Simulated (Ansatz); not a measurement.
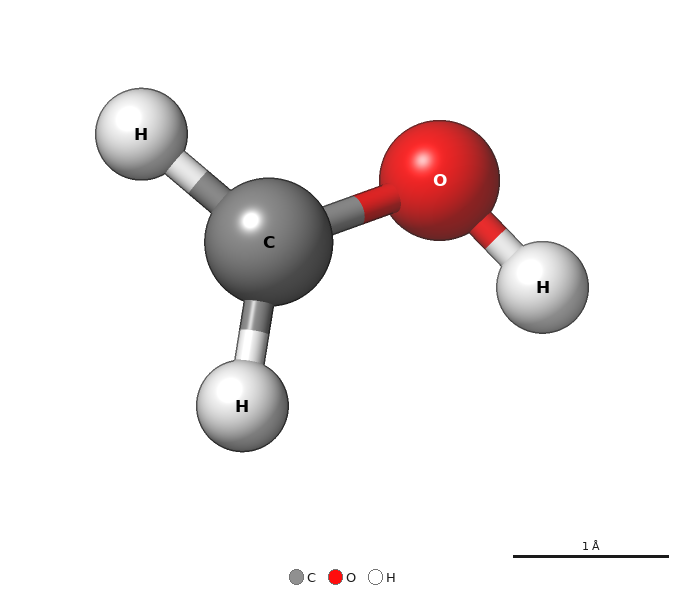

Charge 0, doublet. Computed geometry: PBE0-D4/def2-TZVP optimisation.

What does the picture show?

Formula CH₃O. As SMILES it reads `[CH2]O`. It is an open-shell species. Coordination, clear cases only: 1 O bent.

The parts below concern this one geometry. Atoms keep their numbers from picture to picture.

Vibrations

Harmonic vibrations computed with UKS PBE0-D4/def2-TZVP (Ansatz 0.2.0) at a stationary point of the same level.

List the wavenumbers.

Answer. 9 modes: 415, 548, 1057, 1236, 1364, 1487, 3148, 3290, 3874 cm⁻¹.

Electronic properties

Level of theory: UKS PBE0-D4/def2-SVP (Ansatz 0.2.0).

What is the ⟨S²⟩ of the determinant?

Answer. 0.754.

What is the HOMO energy (Kohn–Sham orbital)?

Answer. −4.97 eV.

Charges

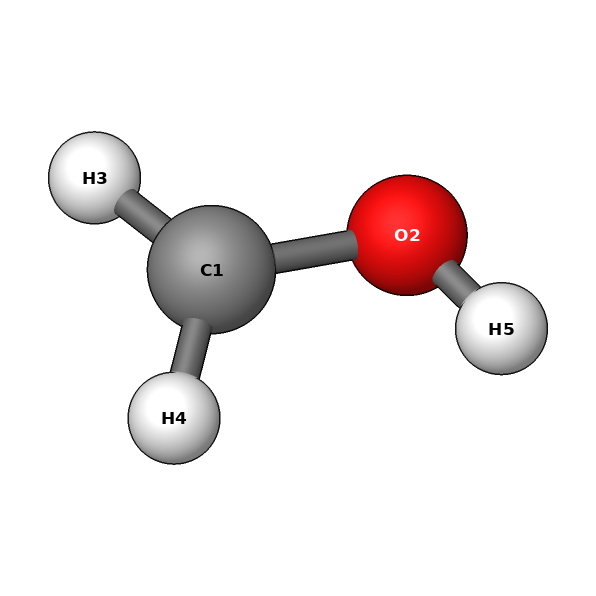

The questions are on Mulliken charges. Properties computed with UKS ωB97M-V/def2-TZVPP (Ansatz 0.2.0).

Which atom carries the highest charge (most positive or least negative)?

Answer. H5 (0.19 e).

And the lowest?

Answer. O2 (−0.25 e).

List the Mulliken charges.

| atom | value (e) |
| --- | --- |
| C1 | −0.15 |
| O2 | −0.25 |
| H3 | 0.11 |
| H4 | 0.10 |
| H5 | 0.19 |

Mulliken values depend strongly on the basis set and can even reverse the polarity of a bond.
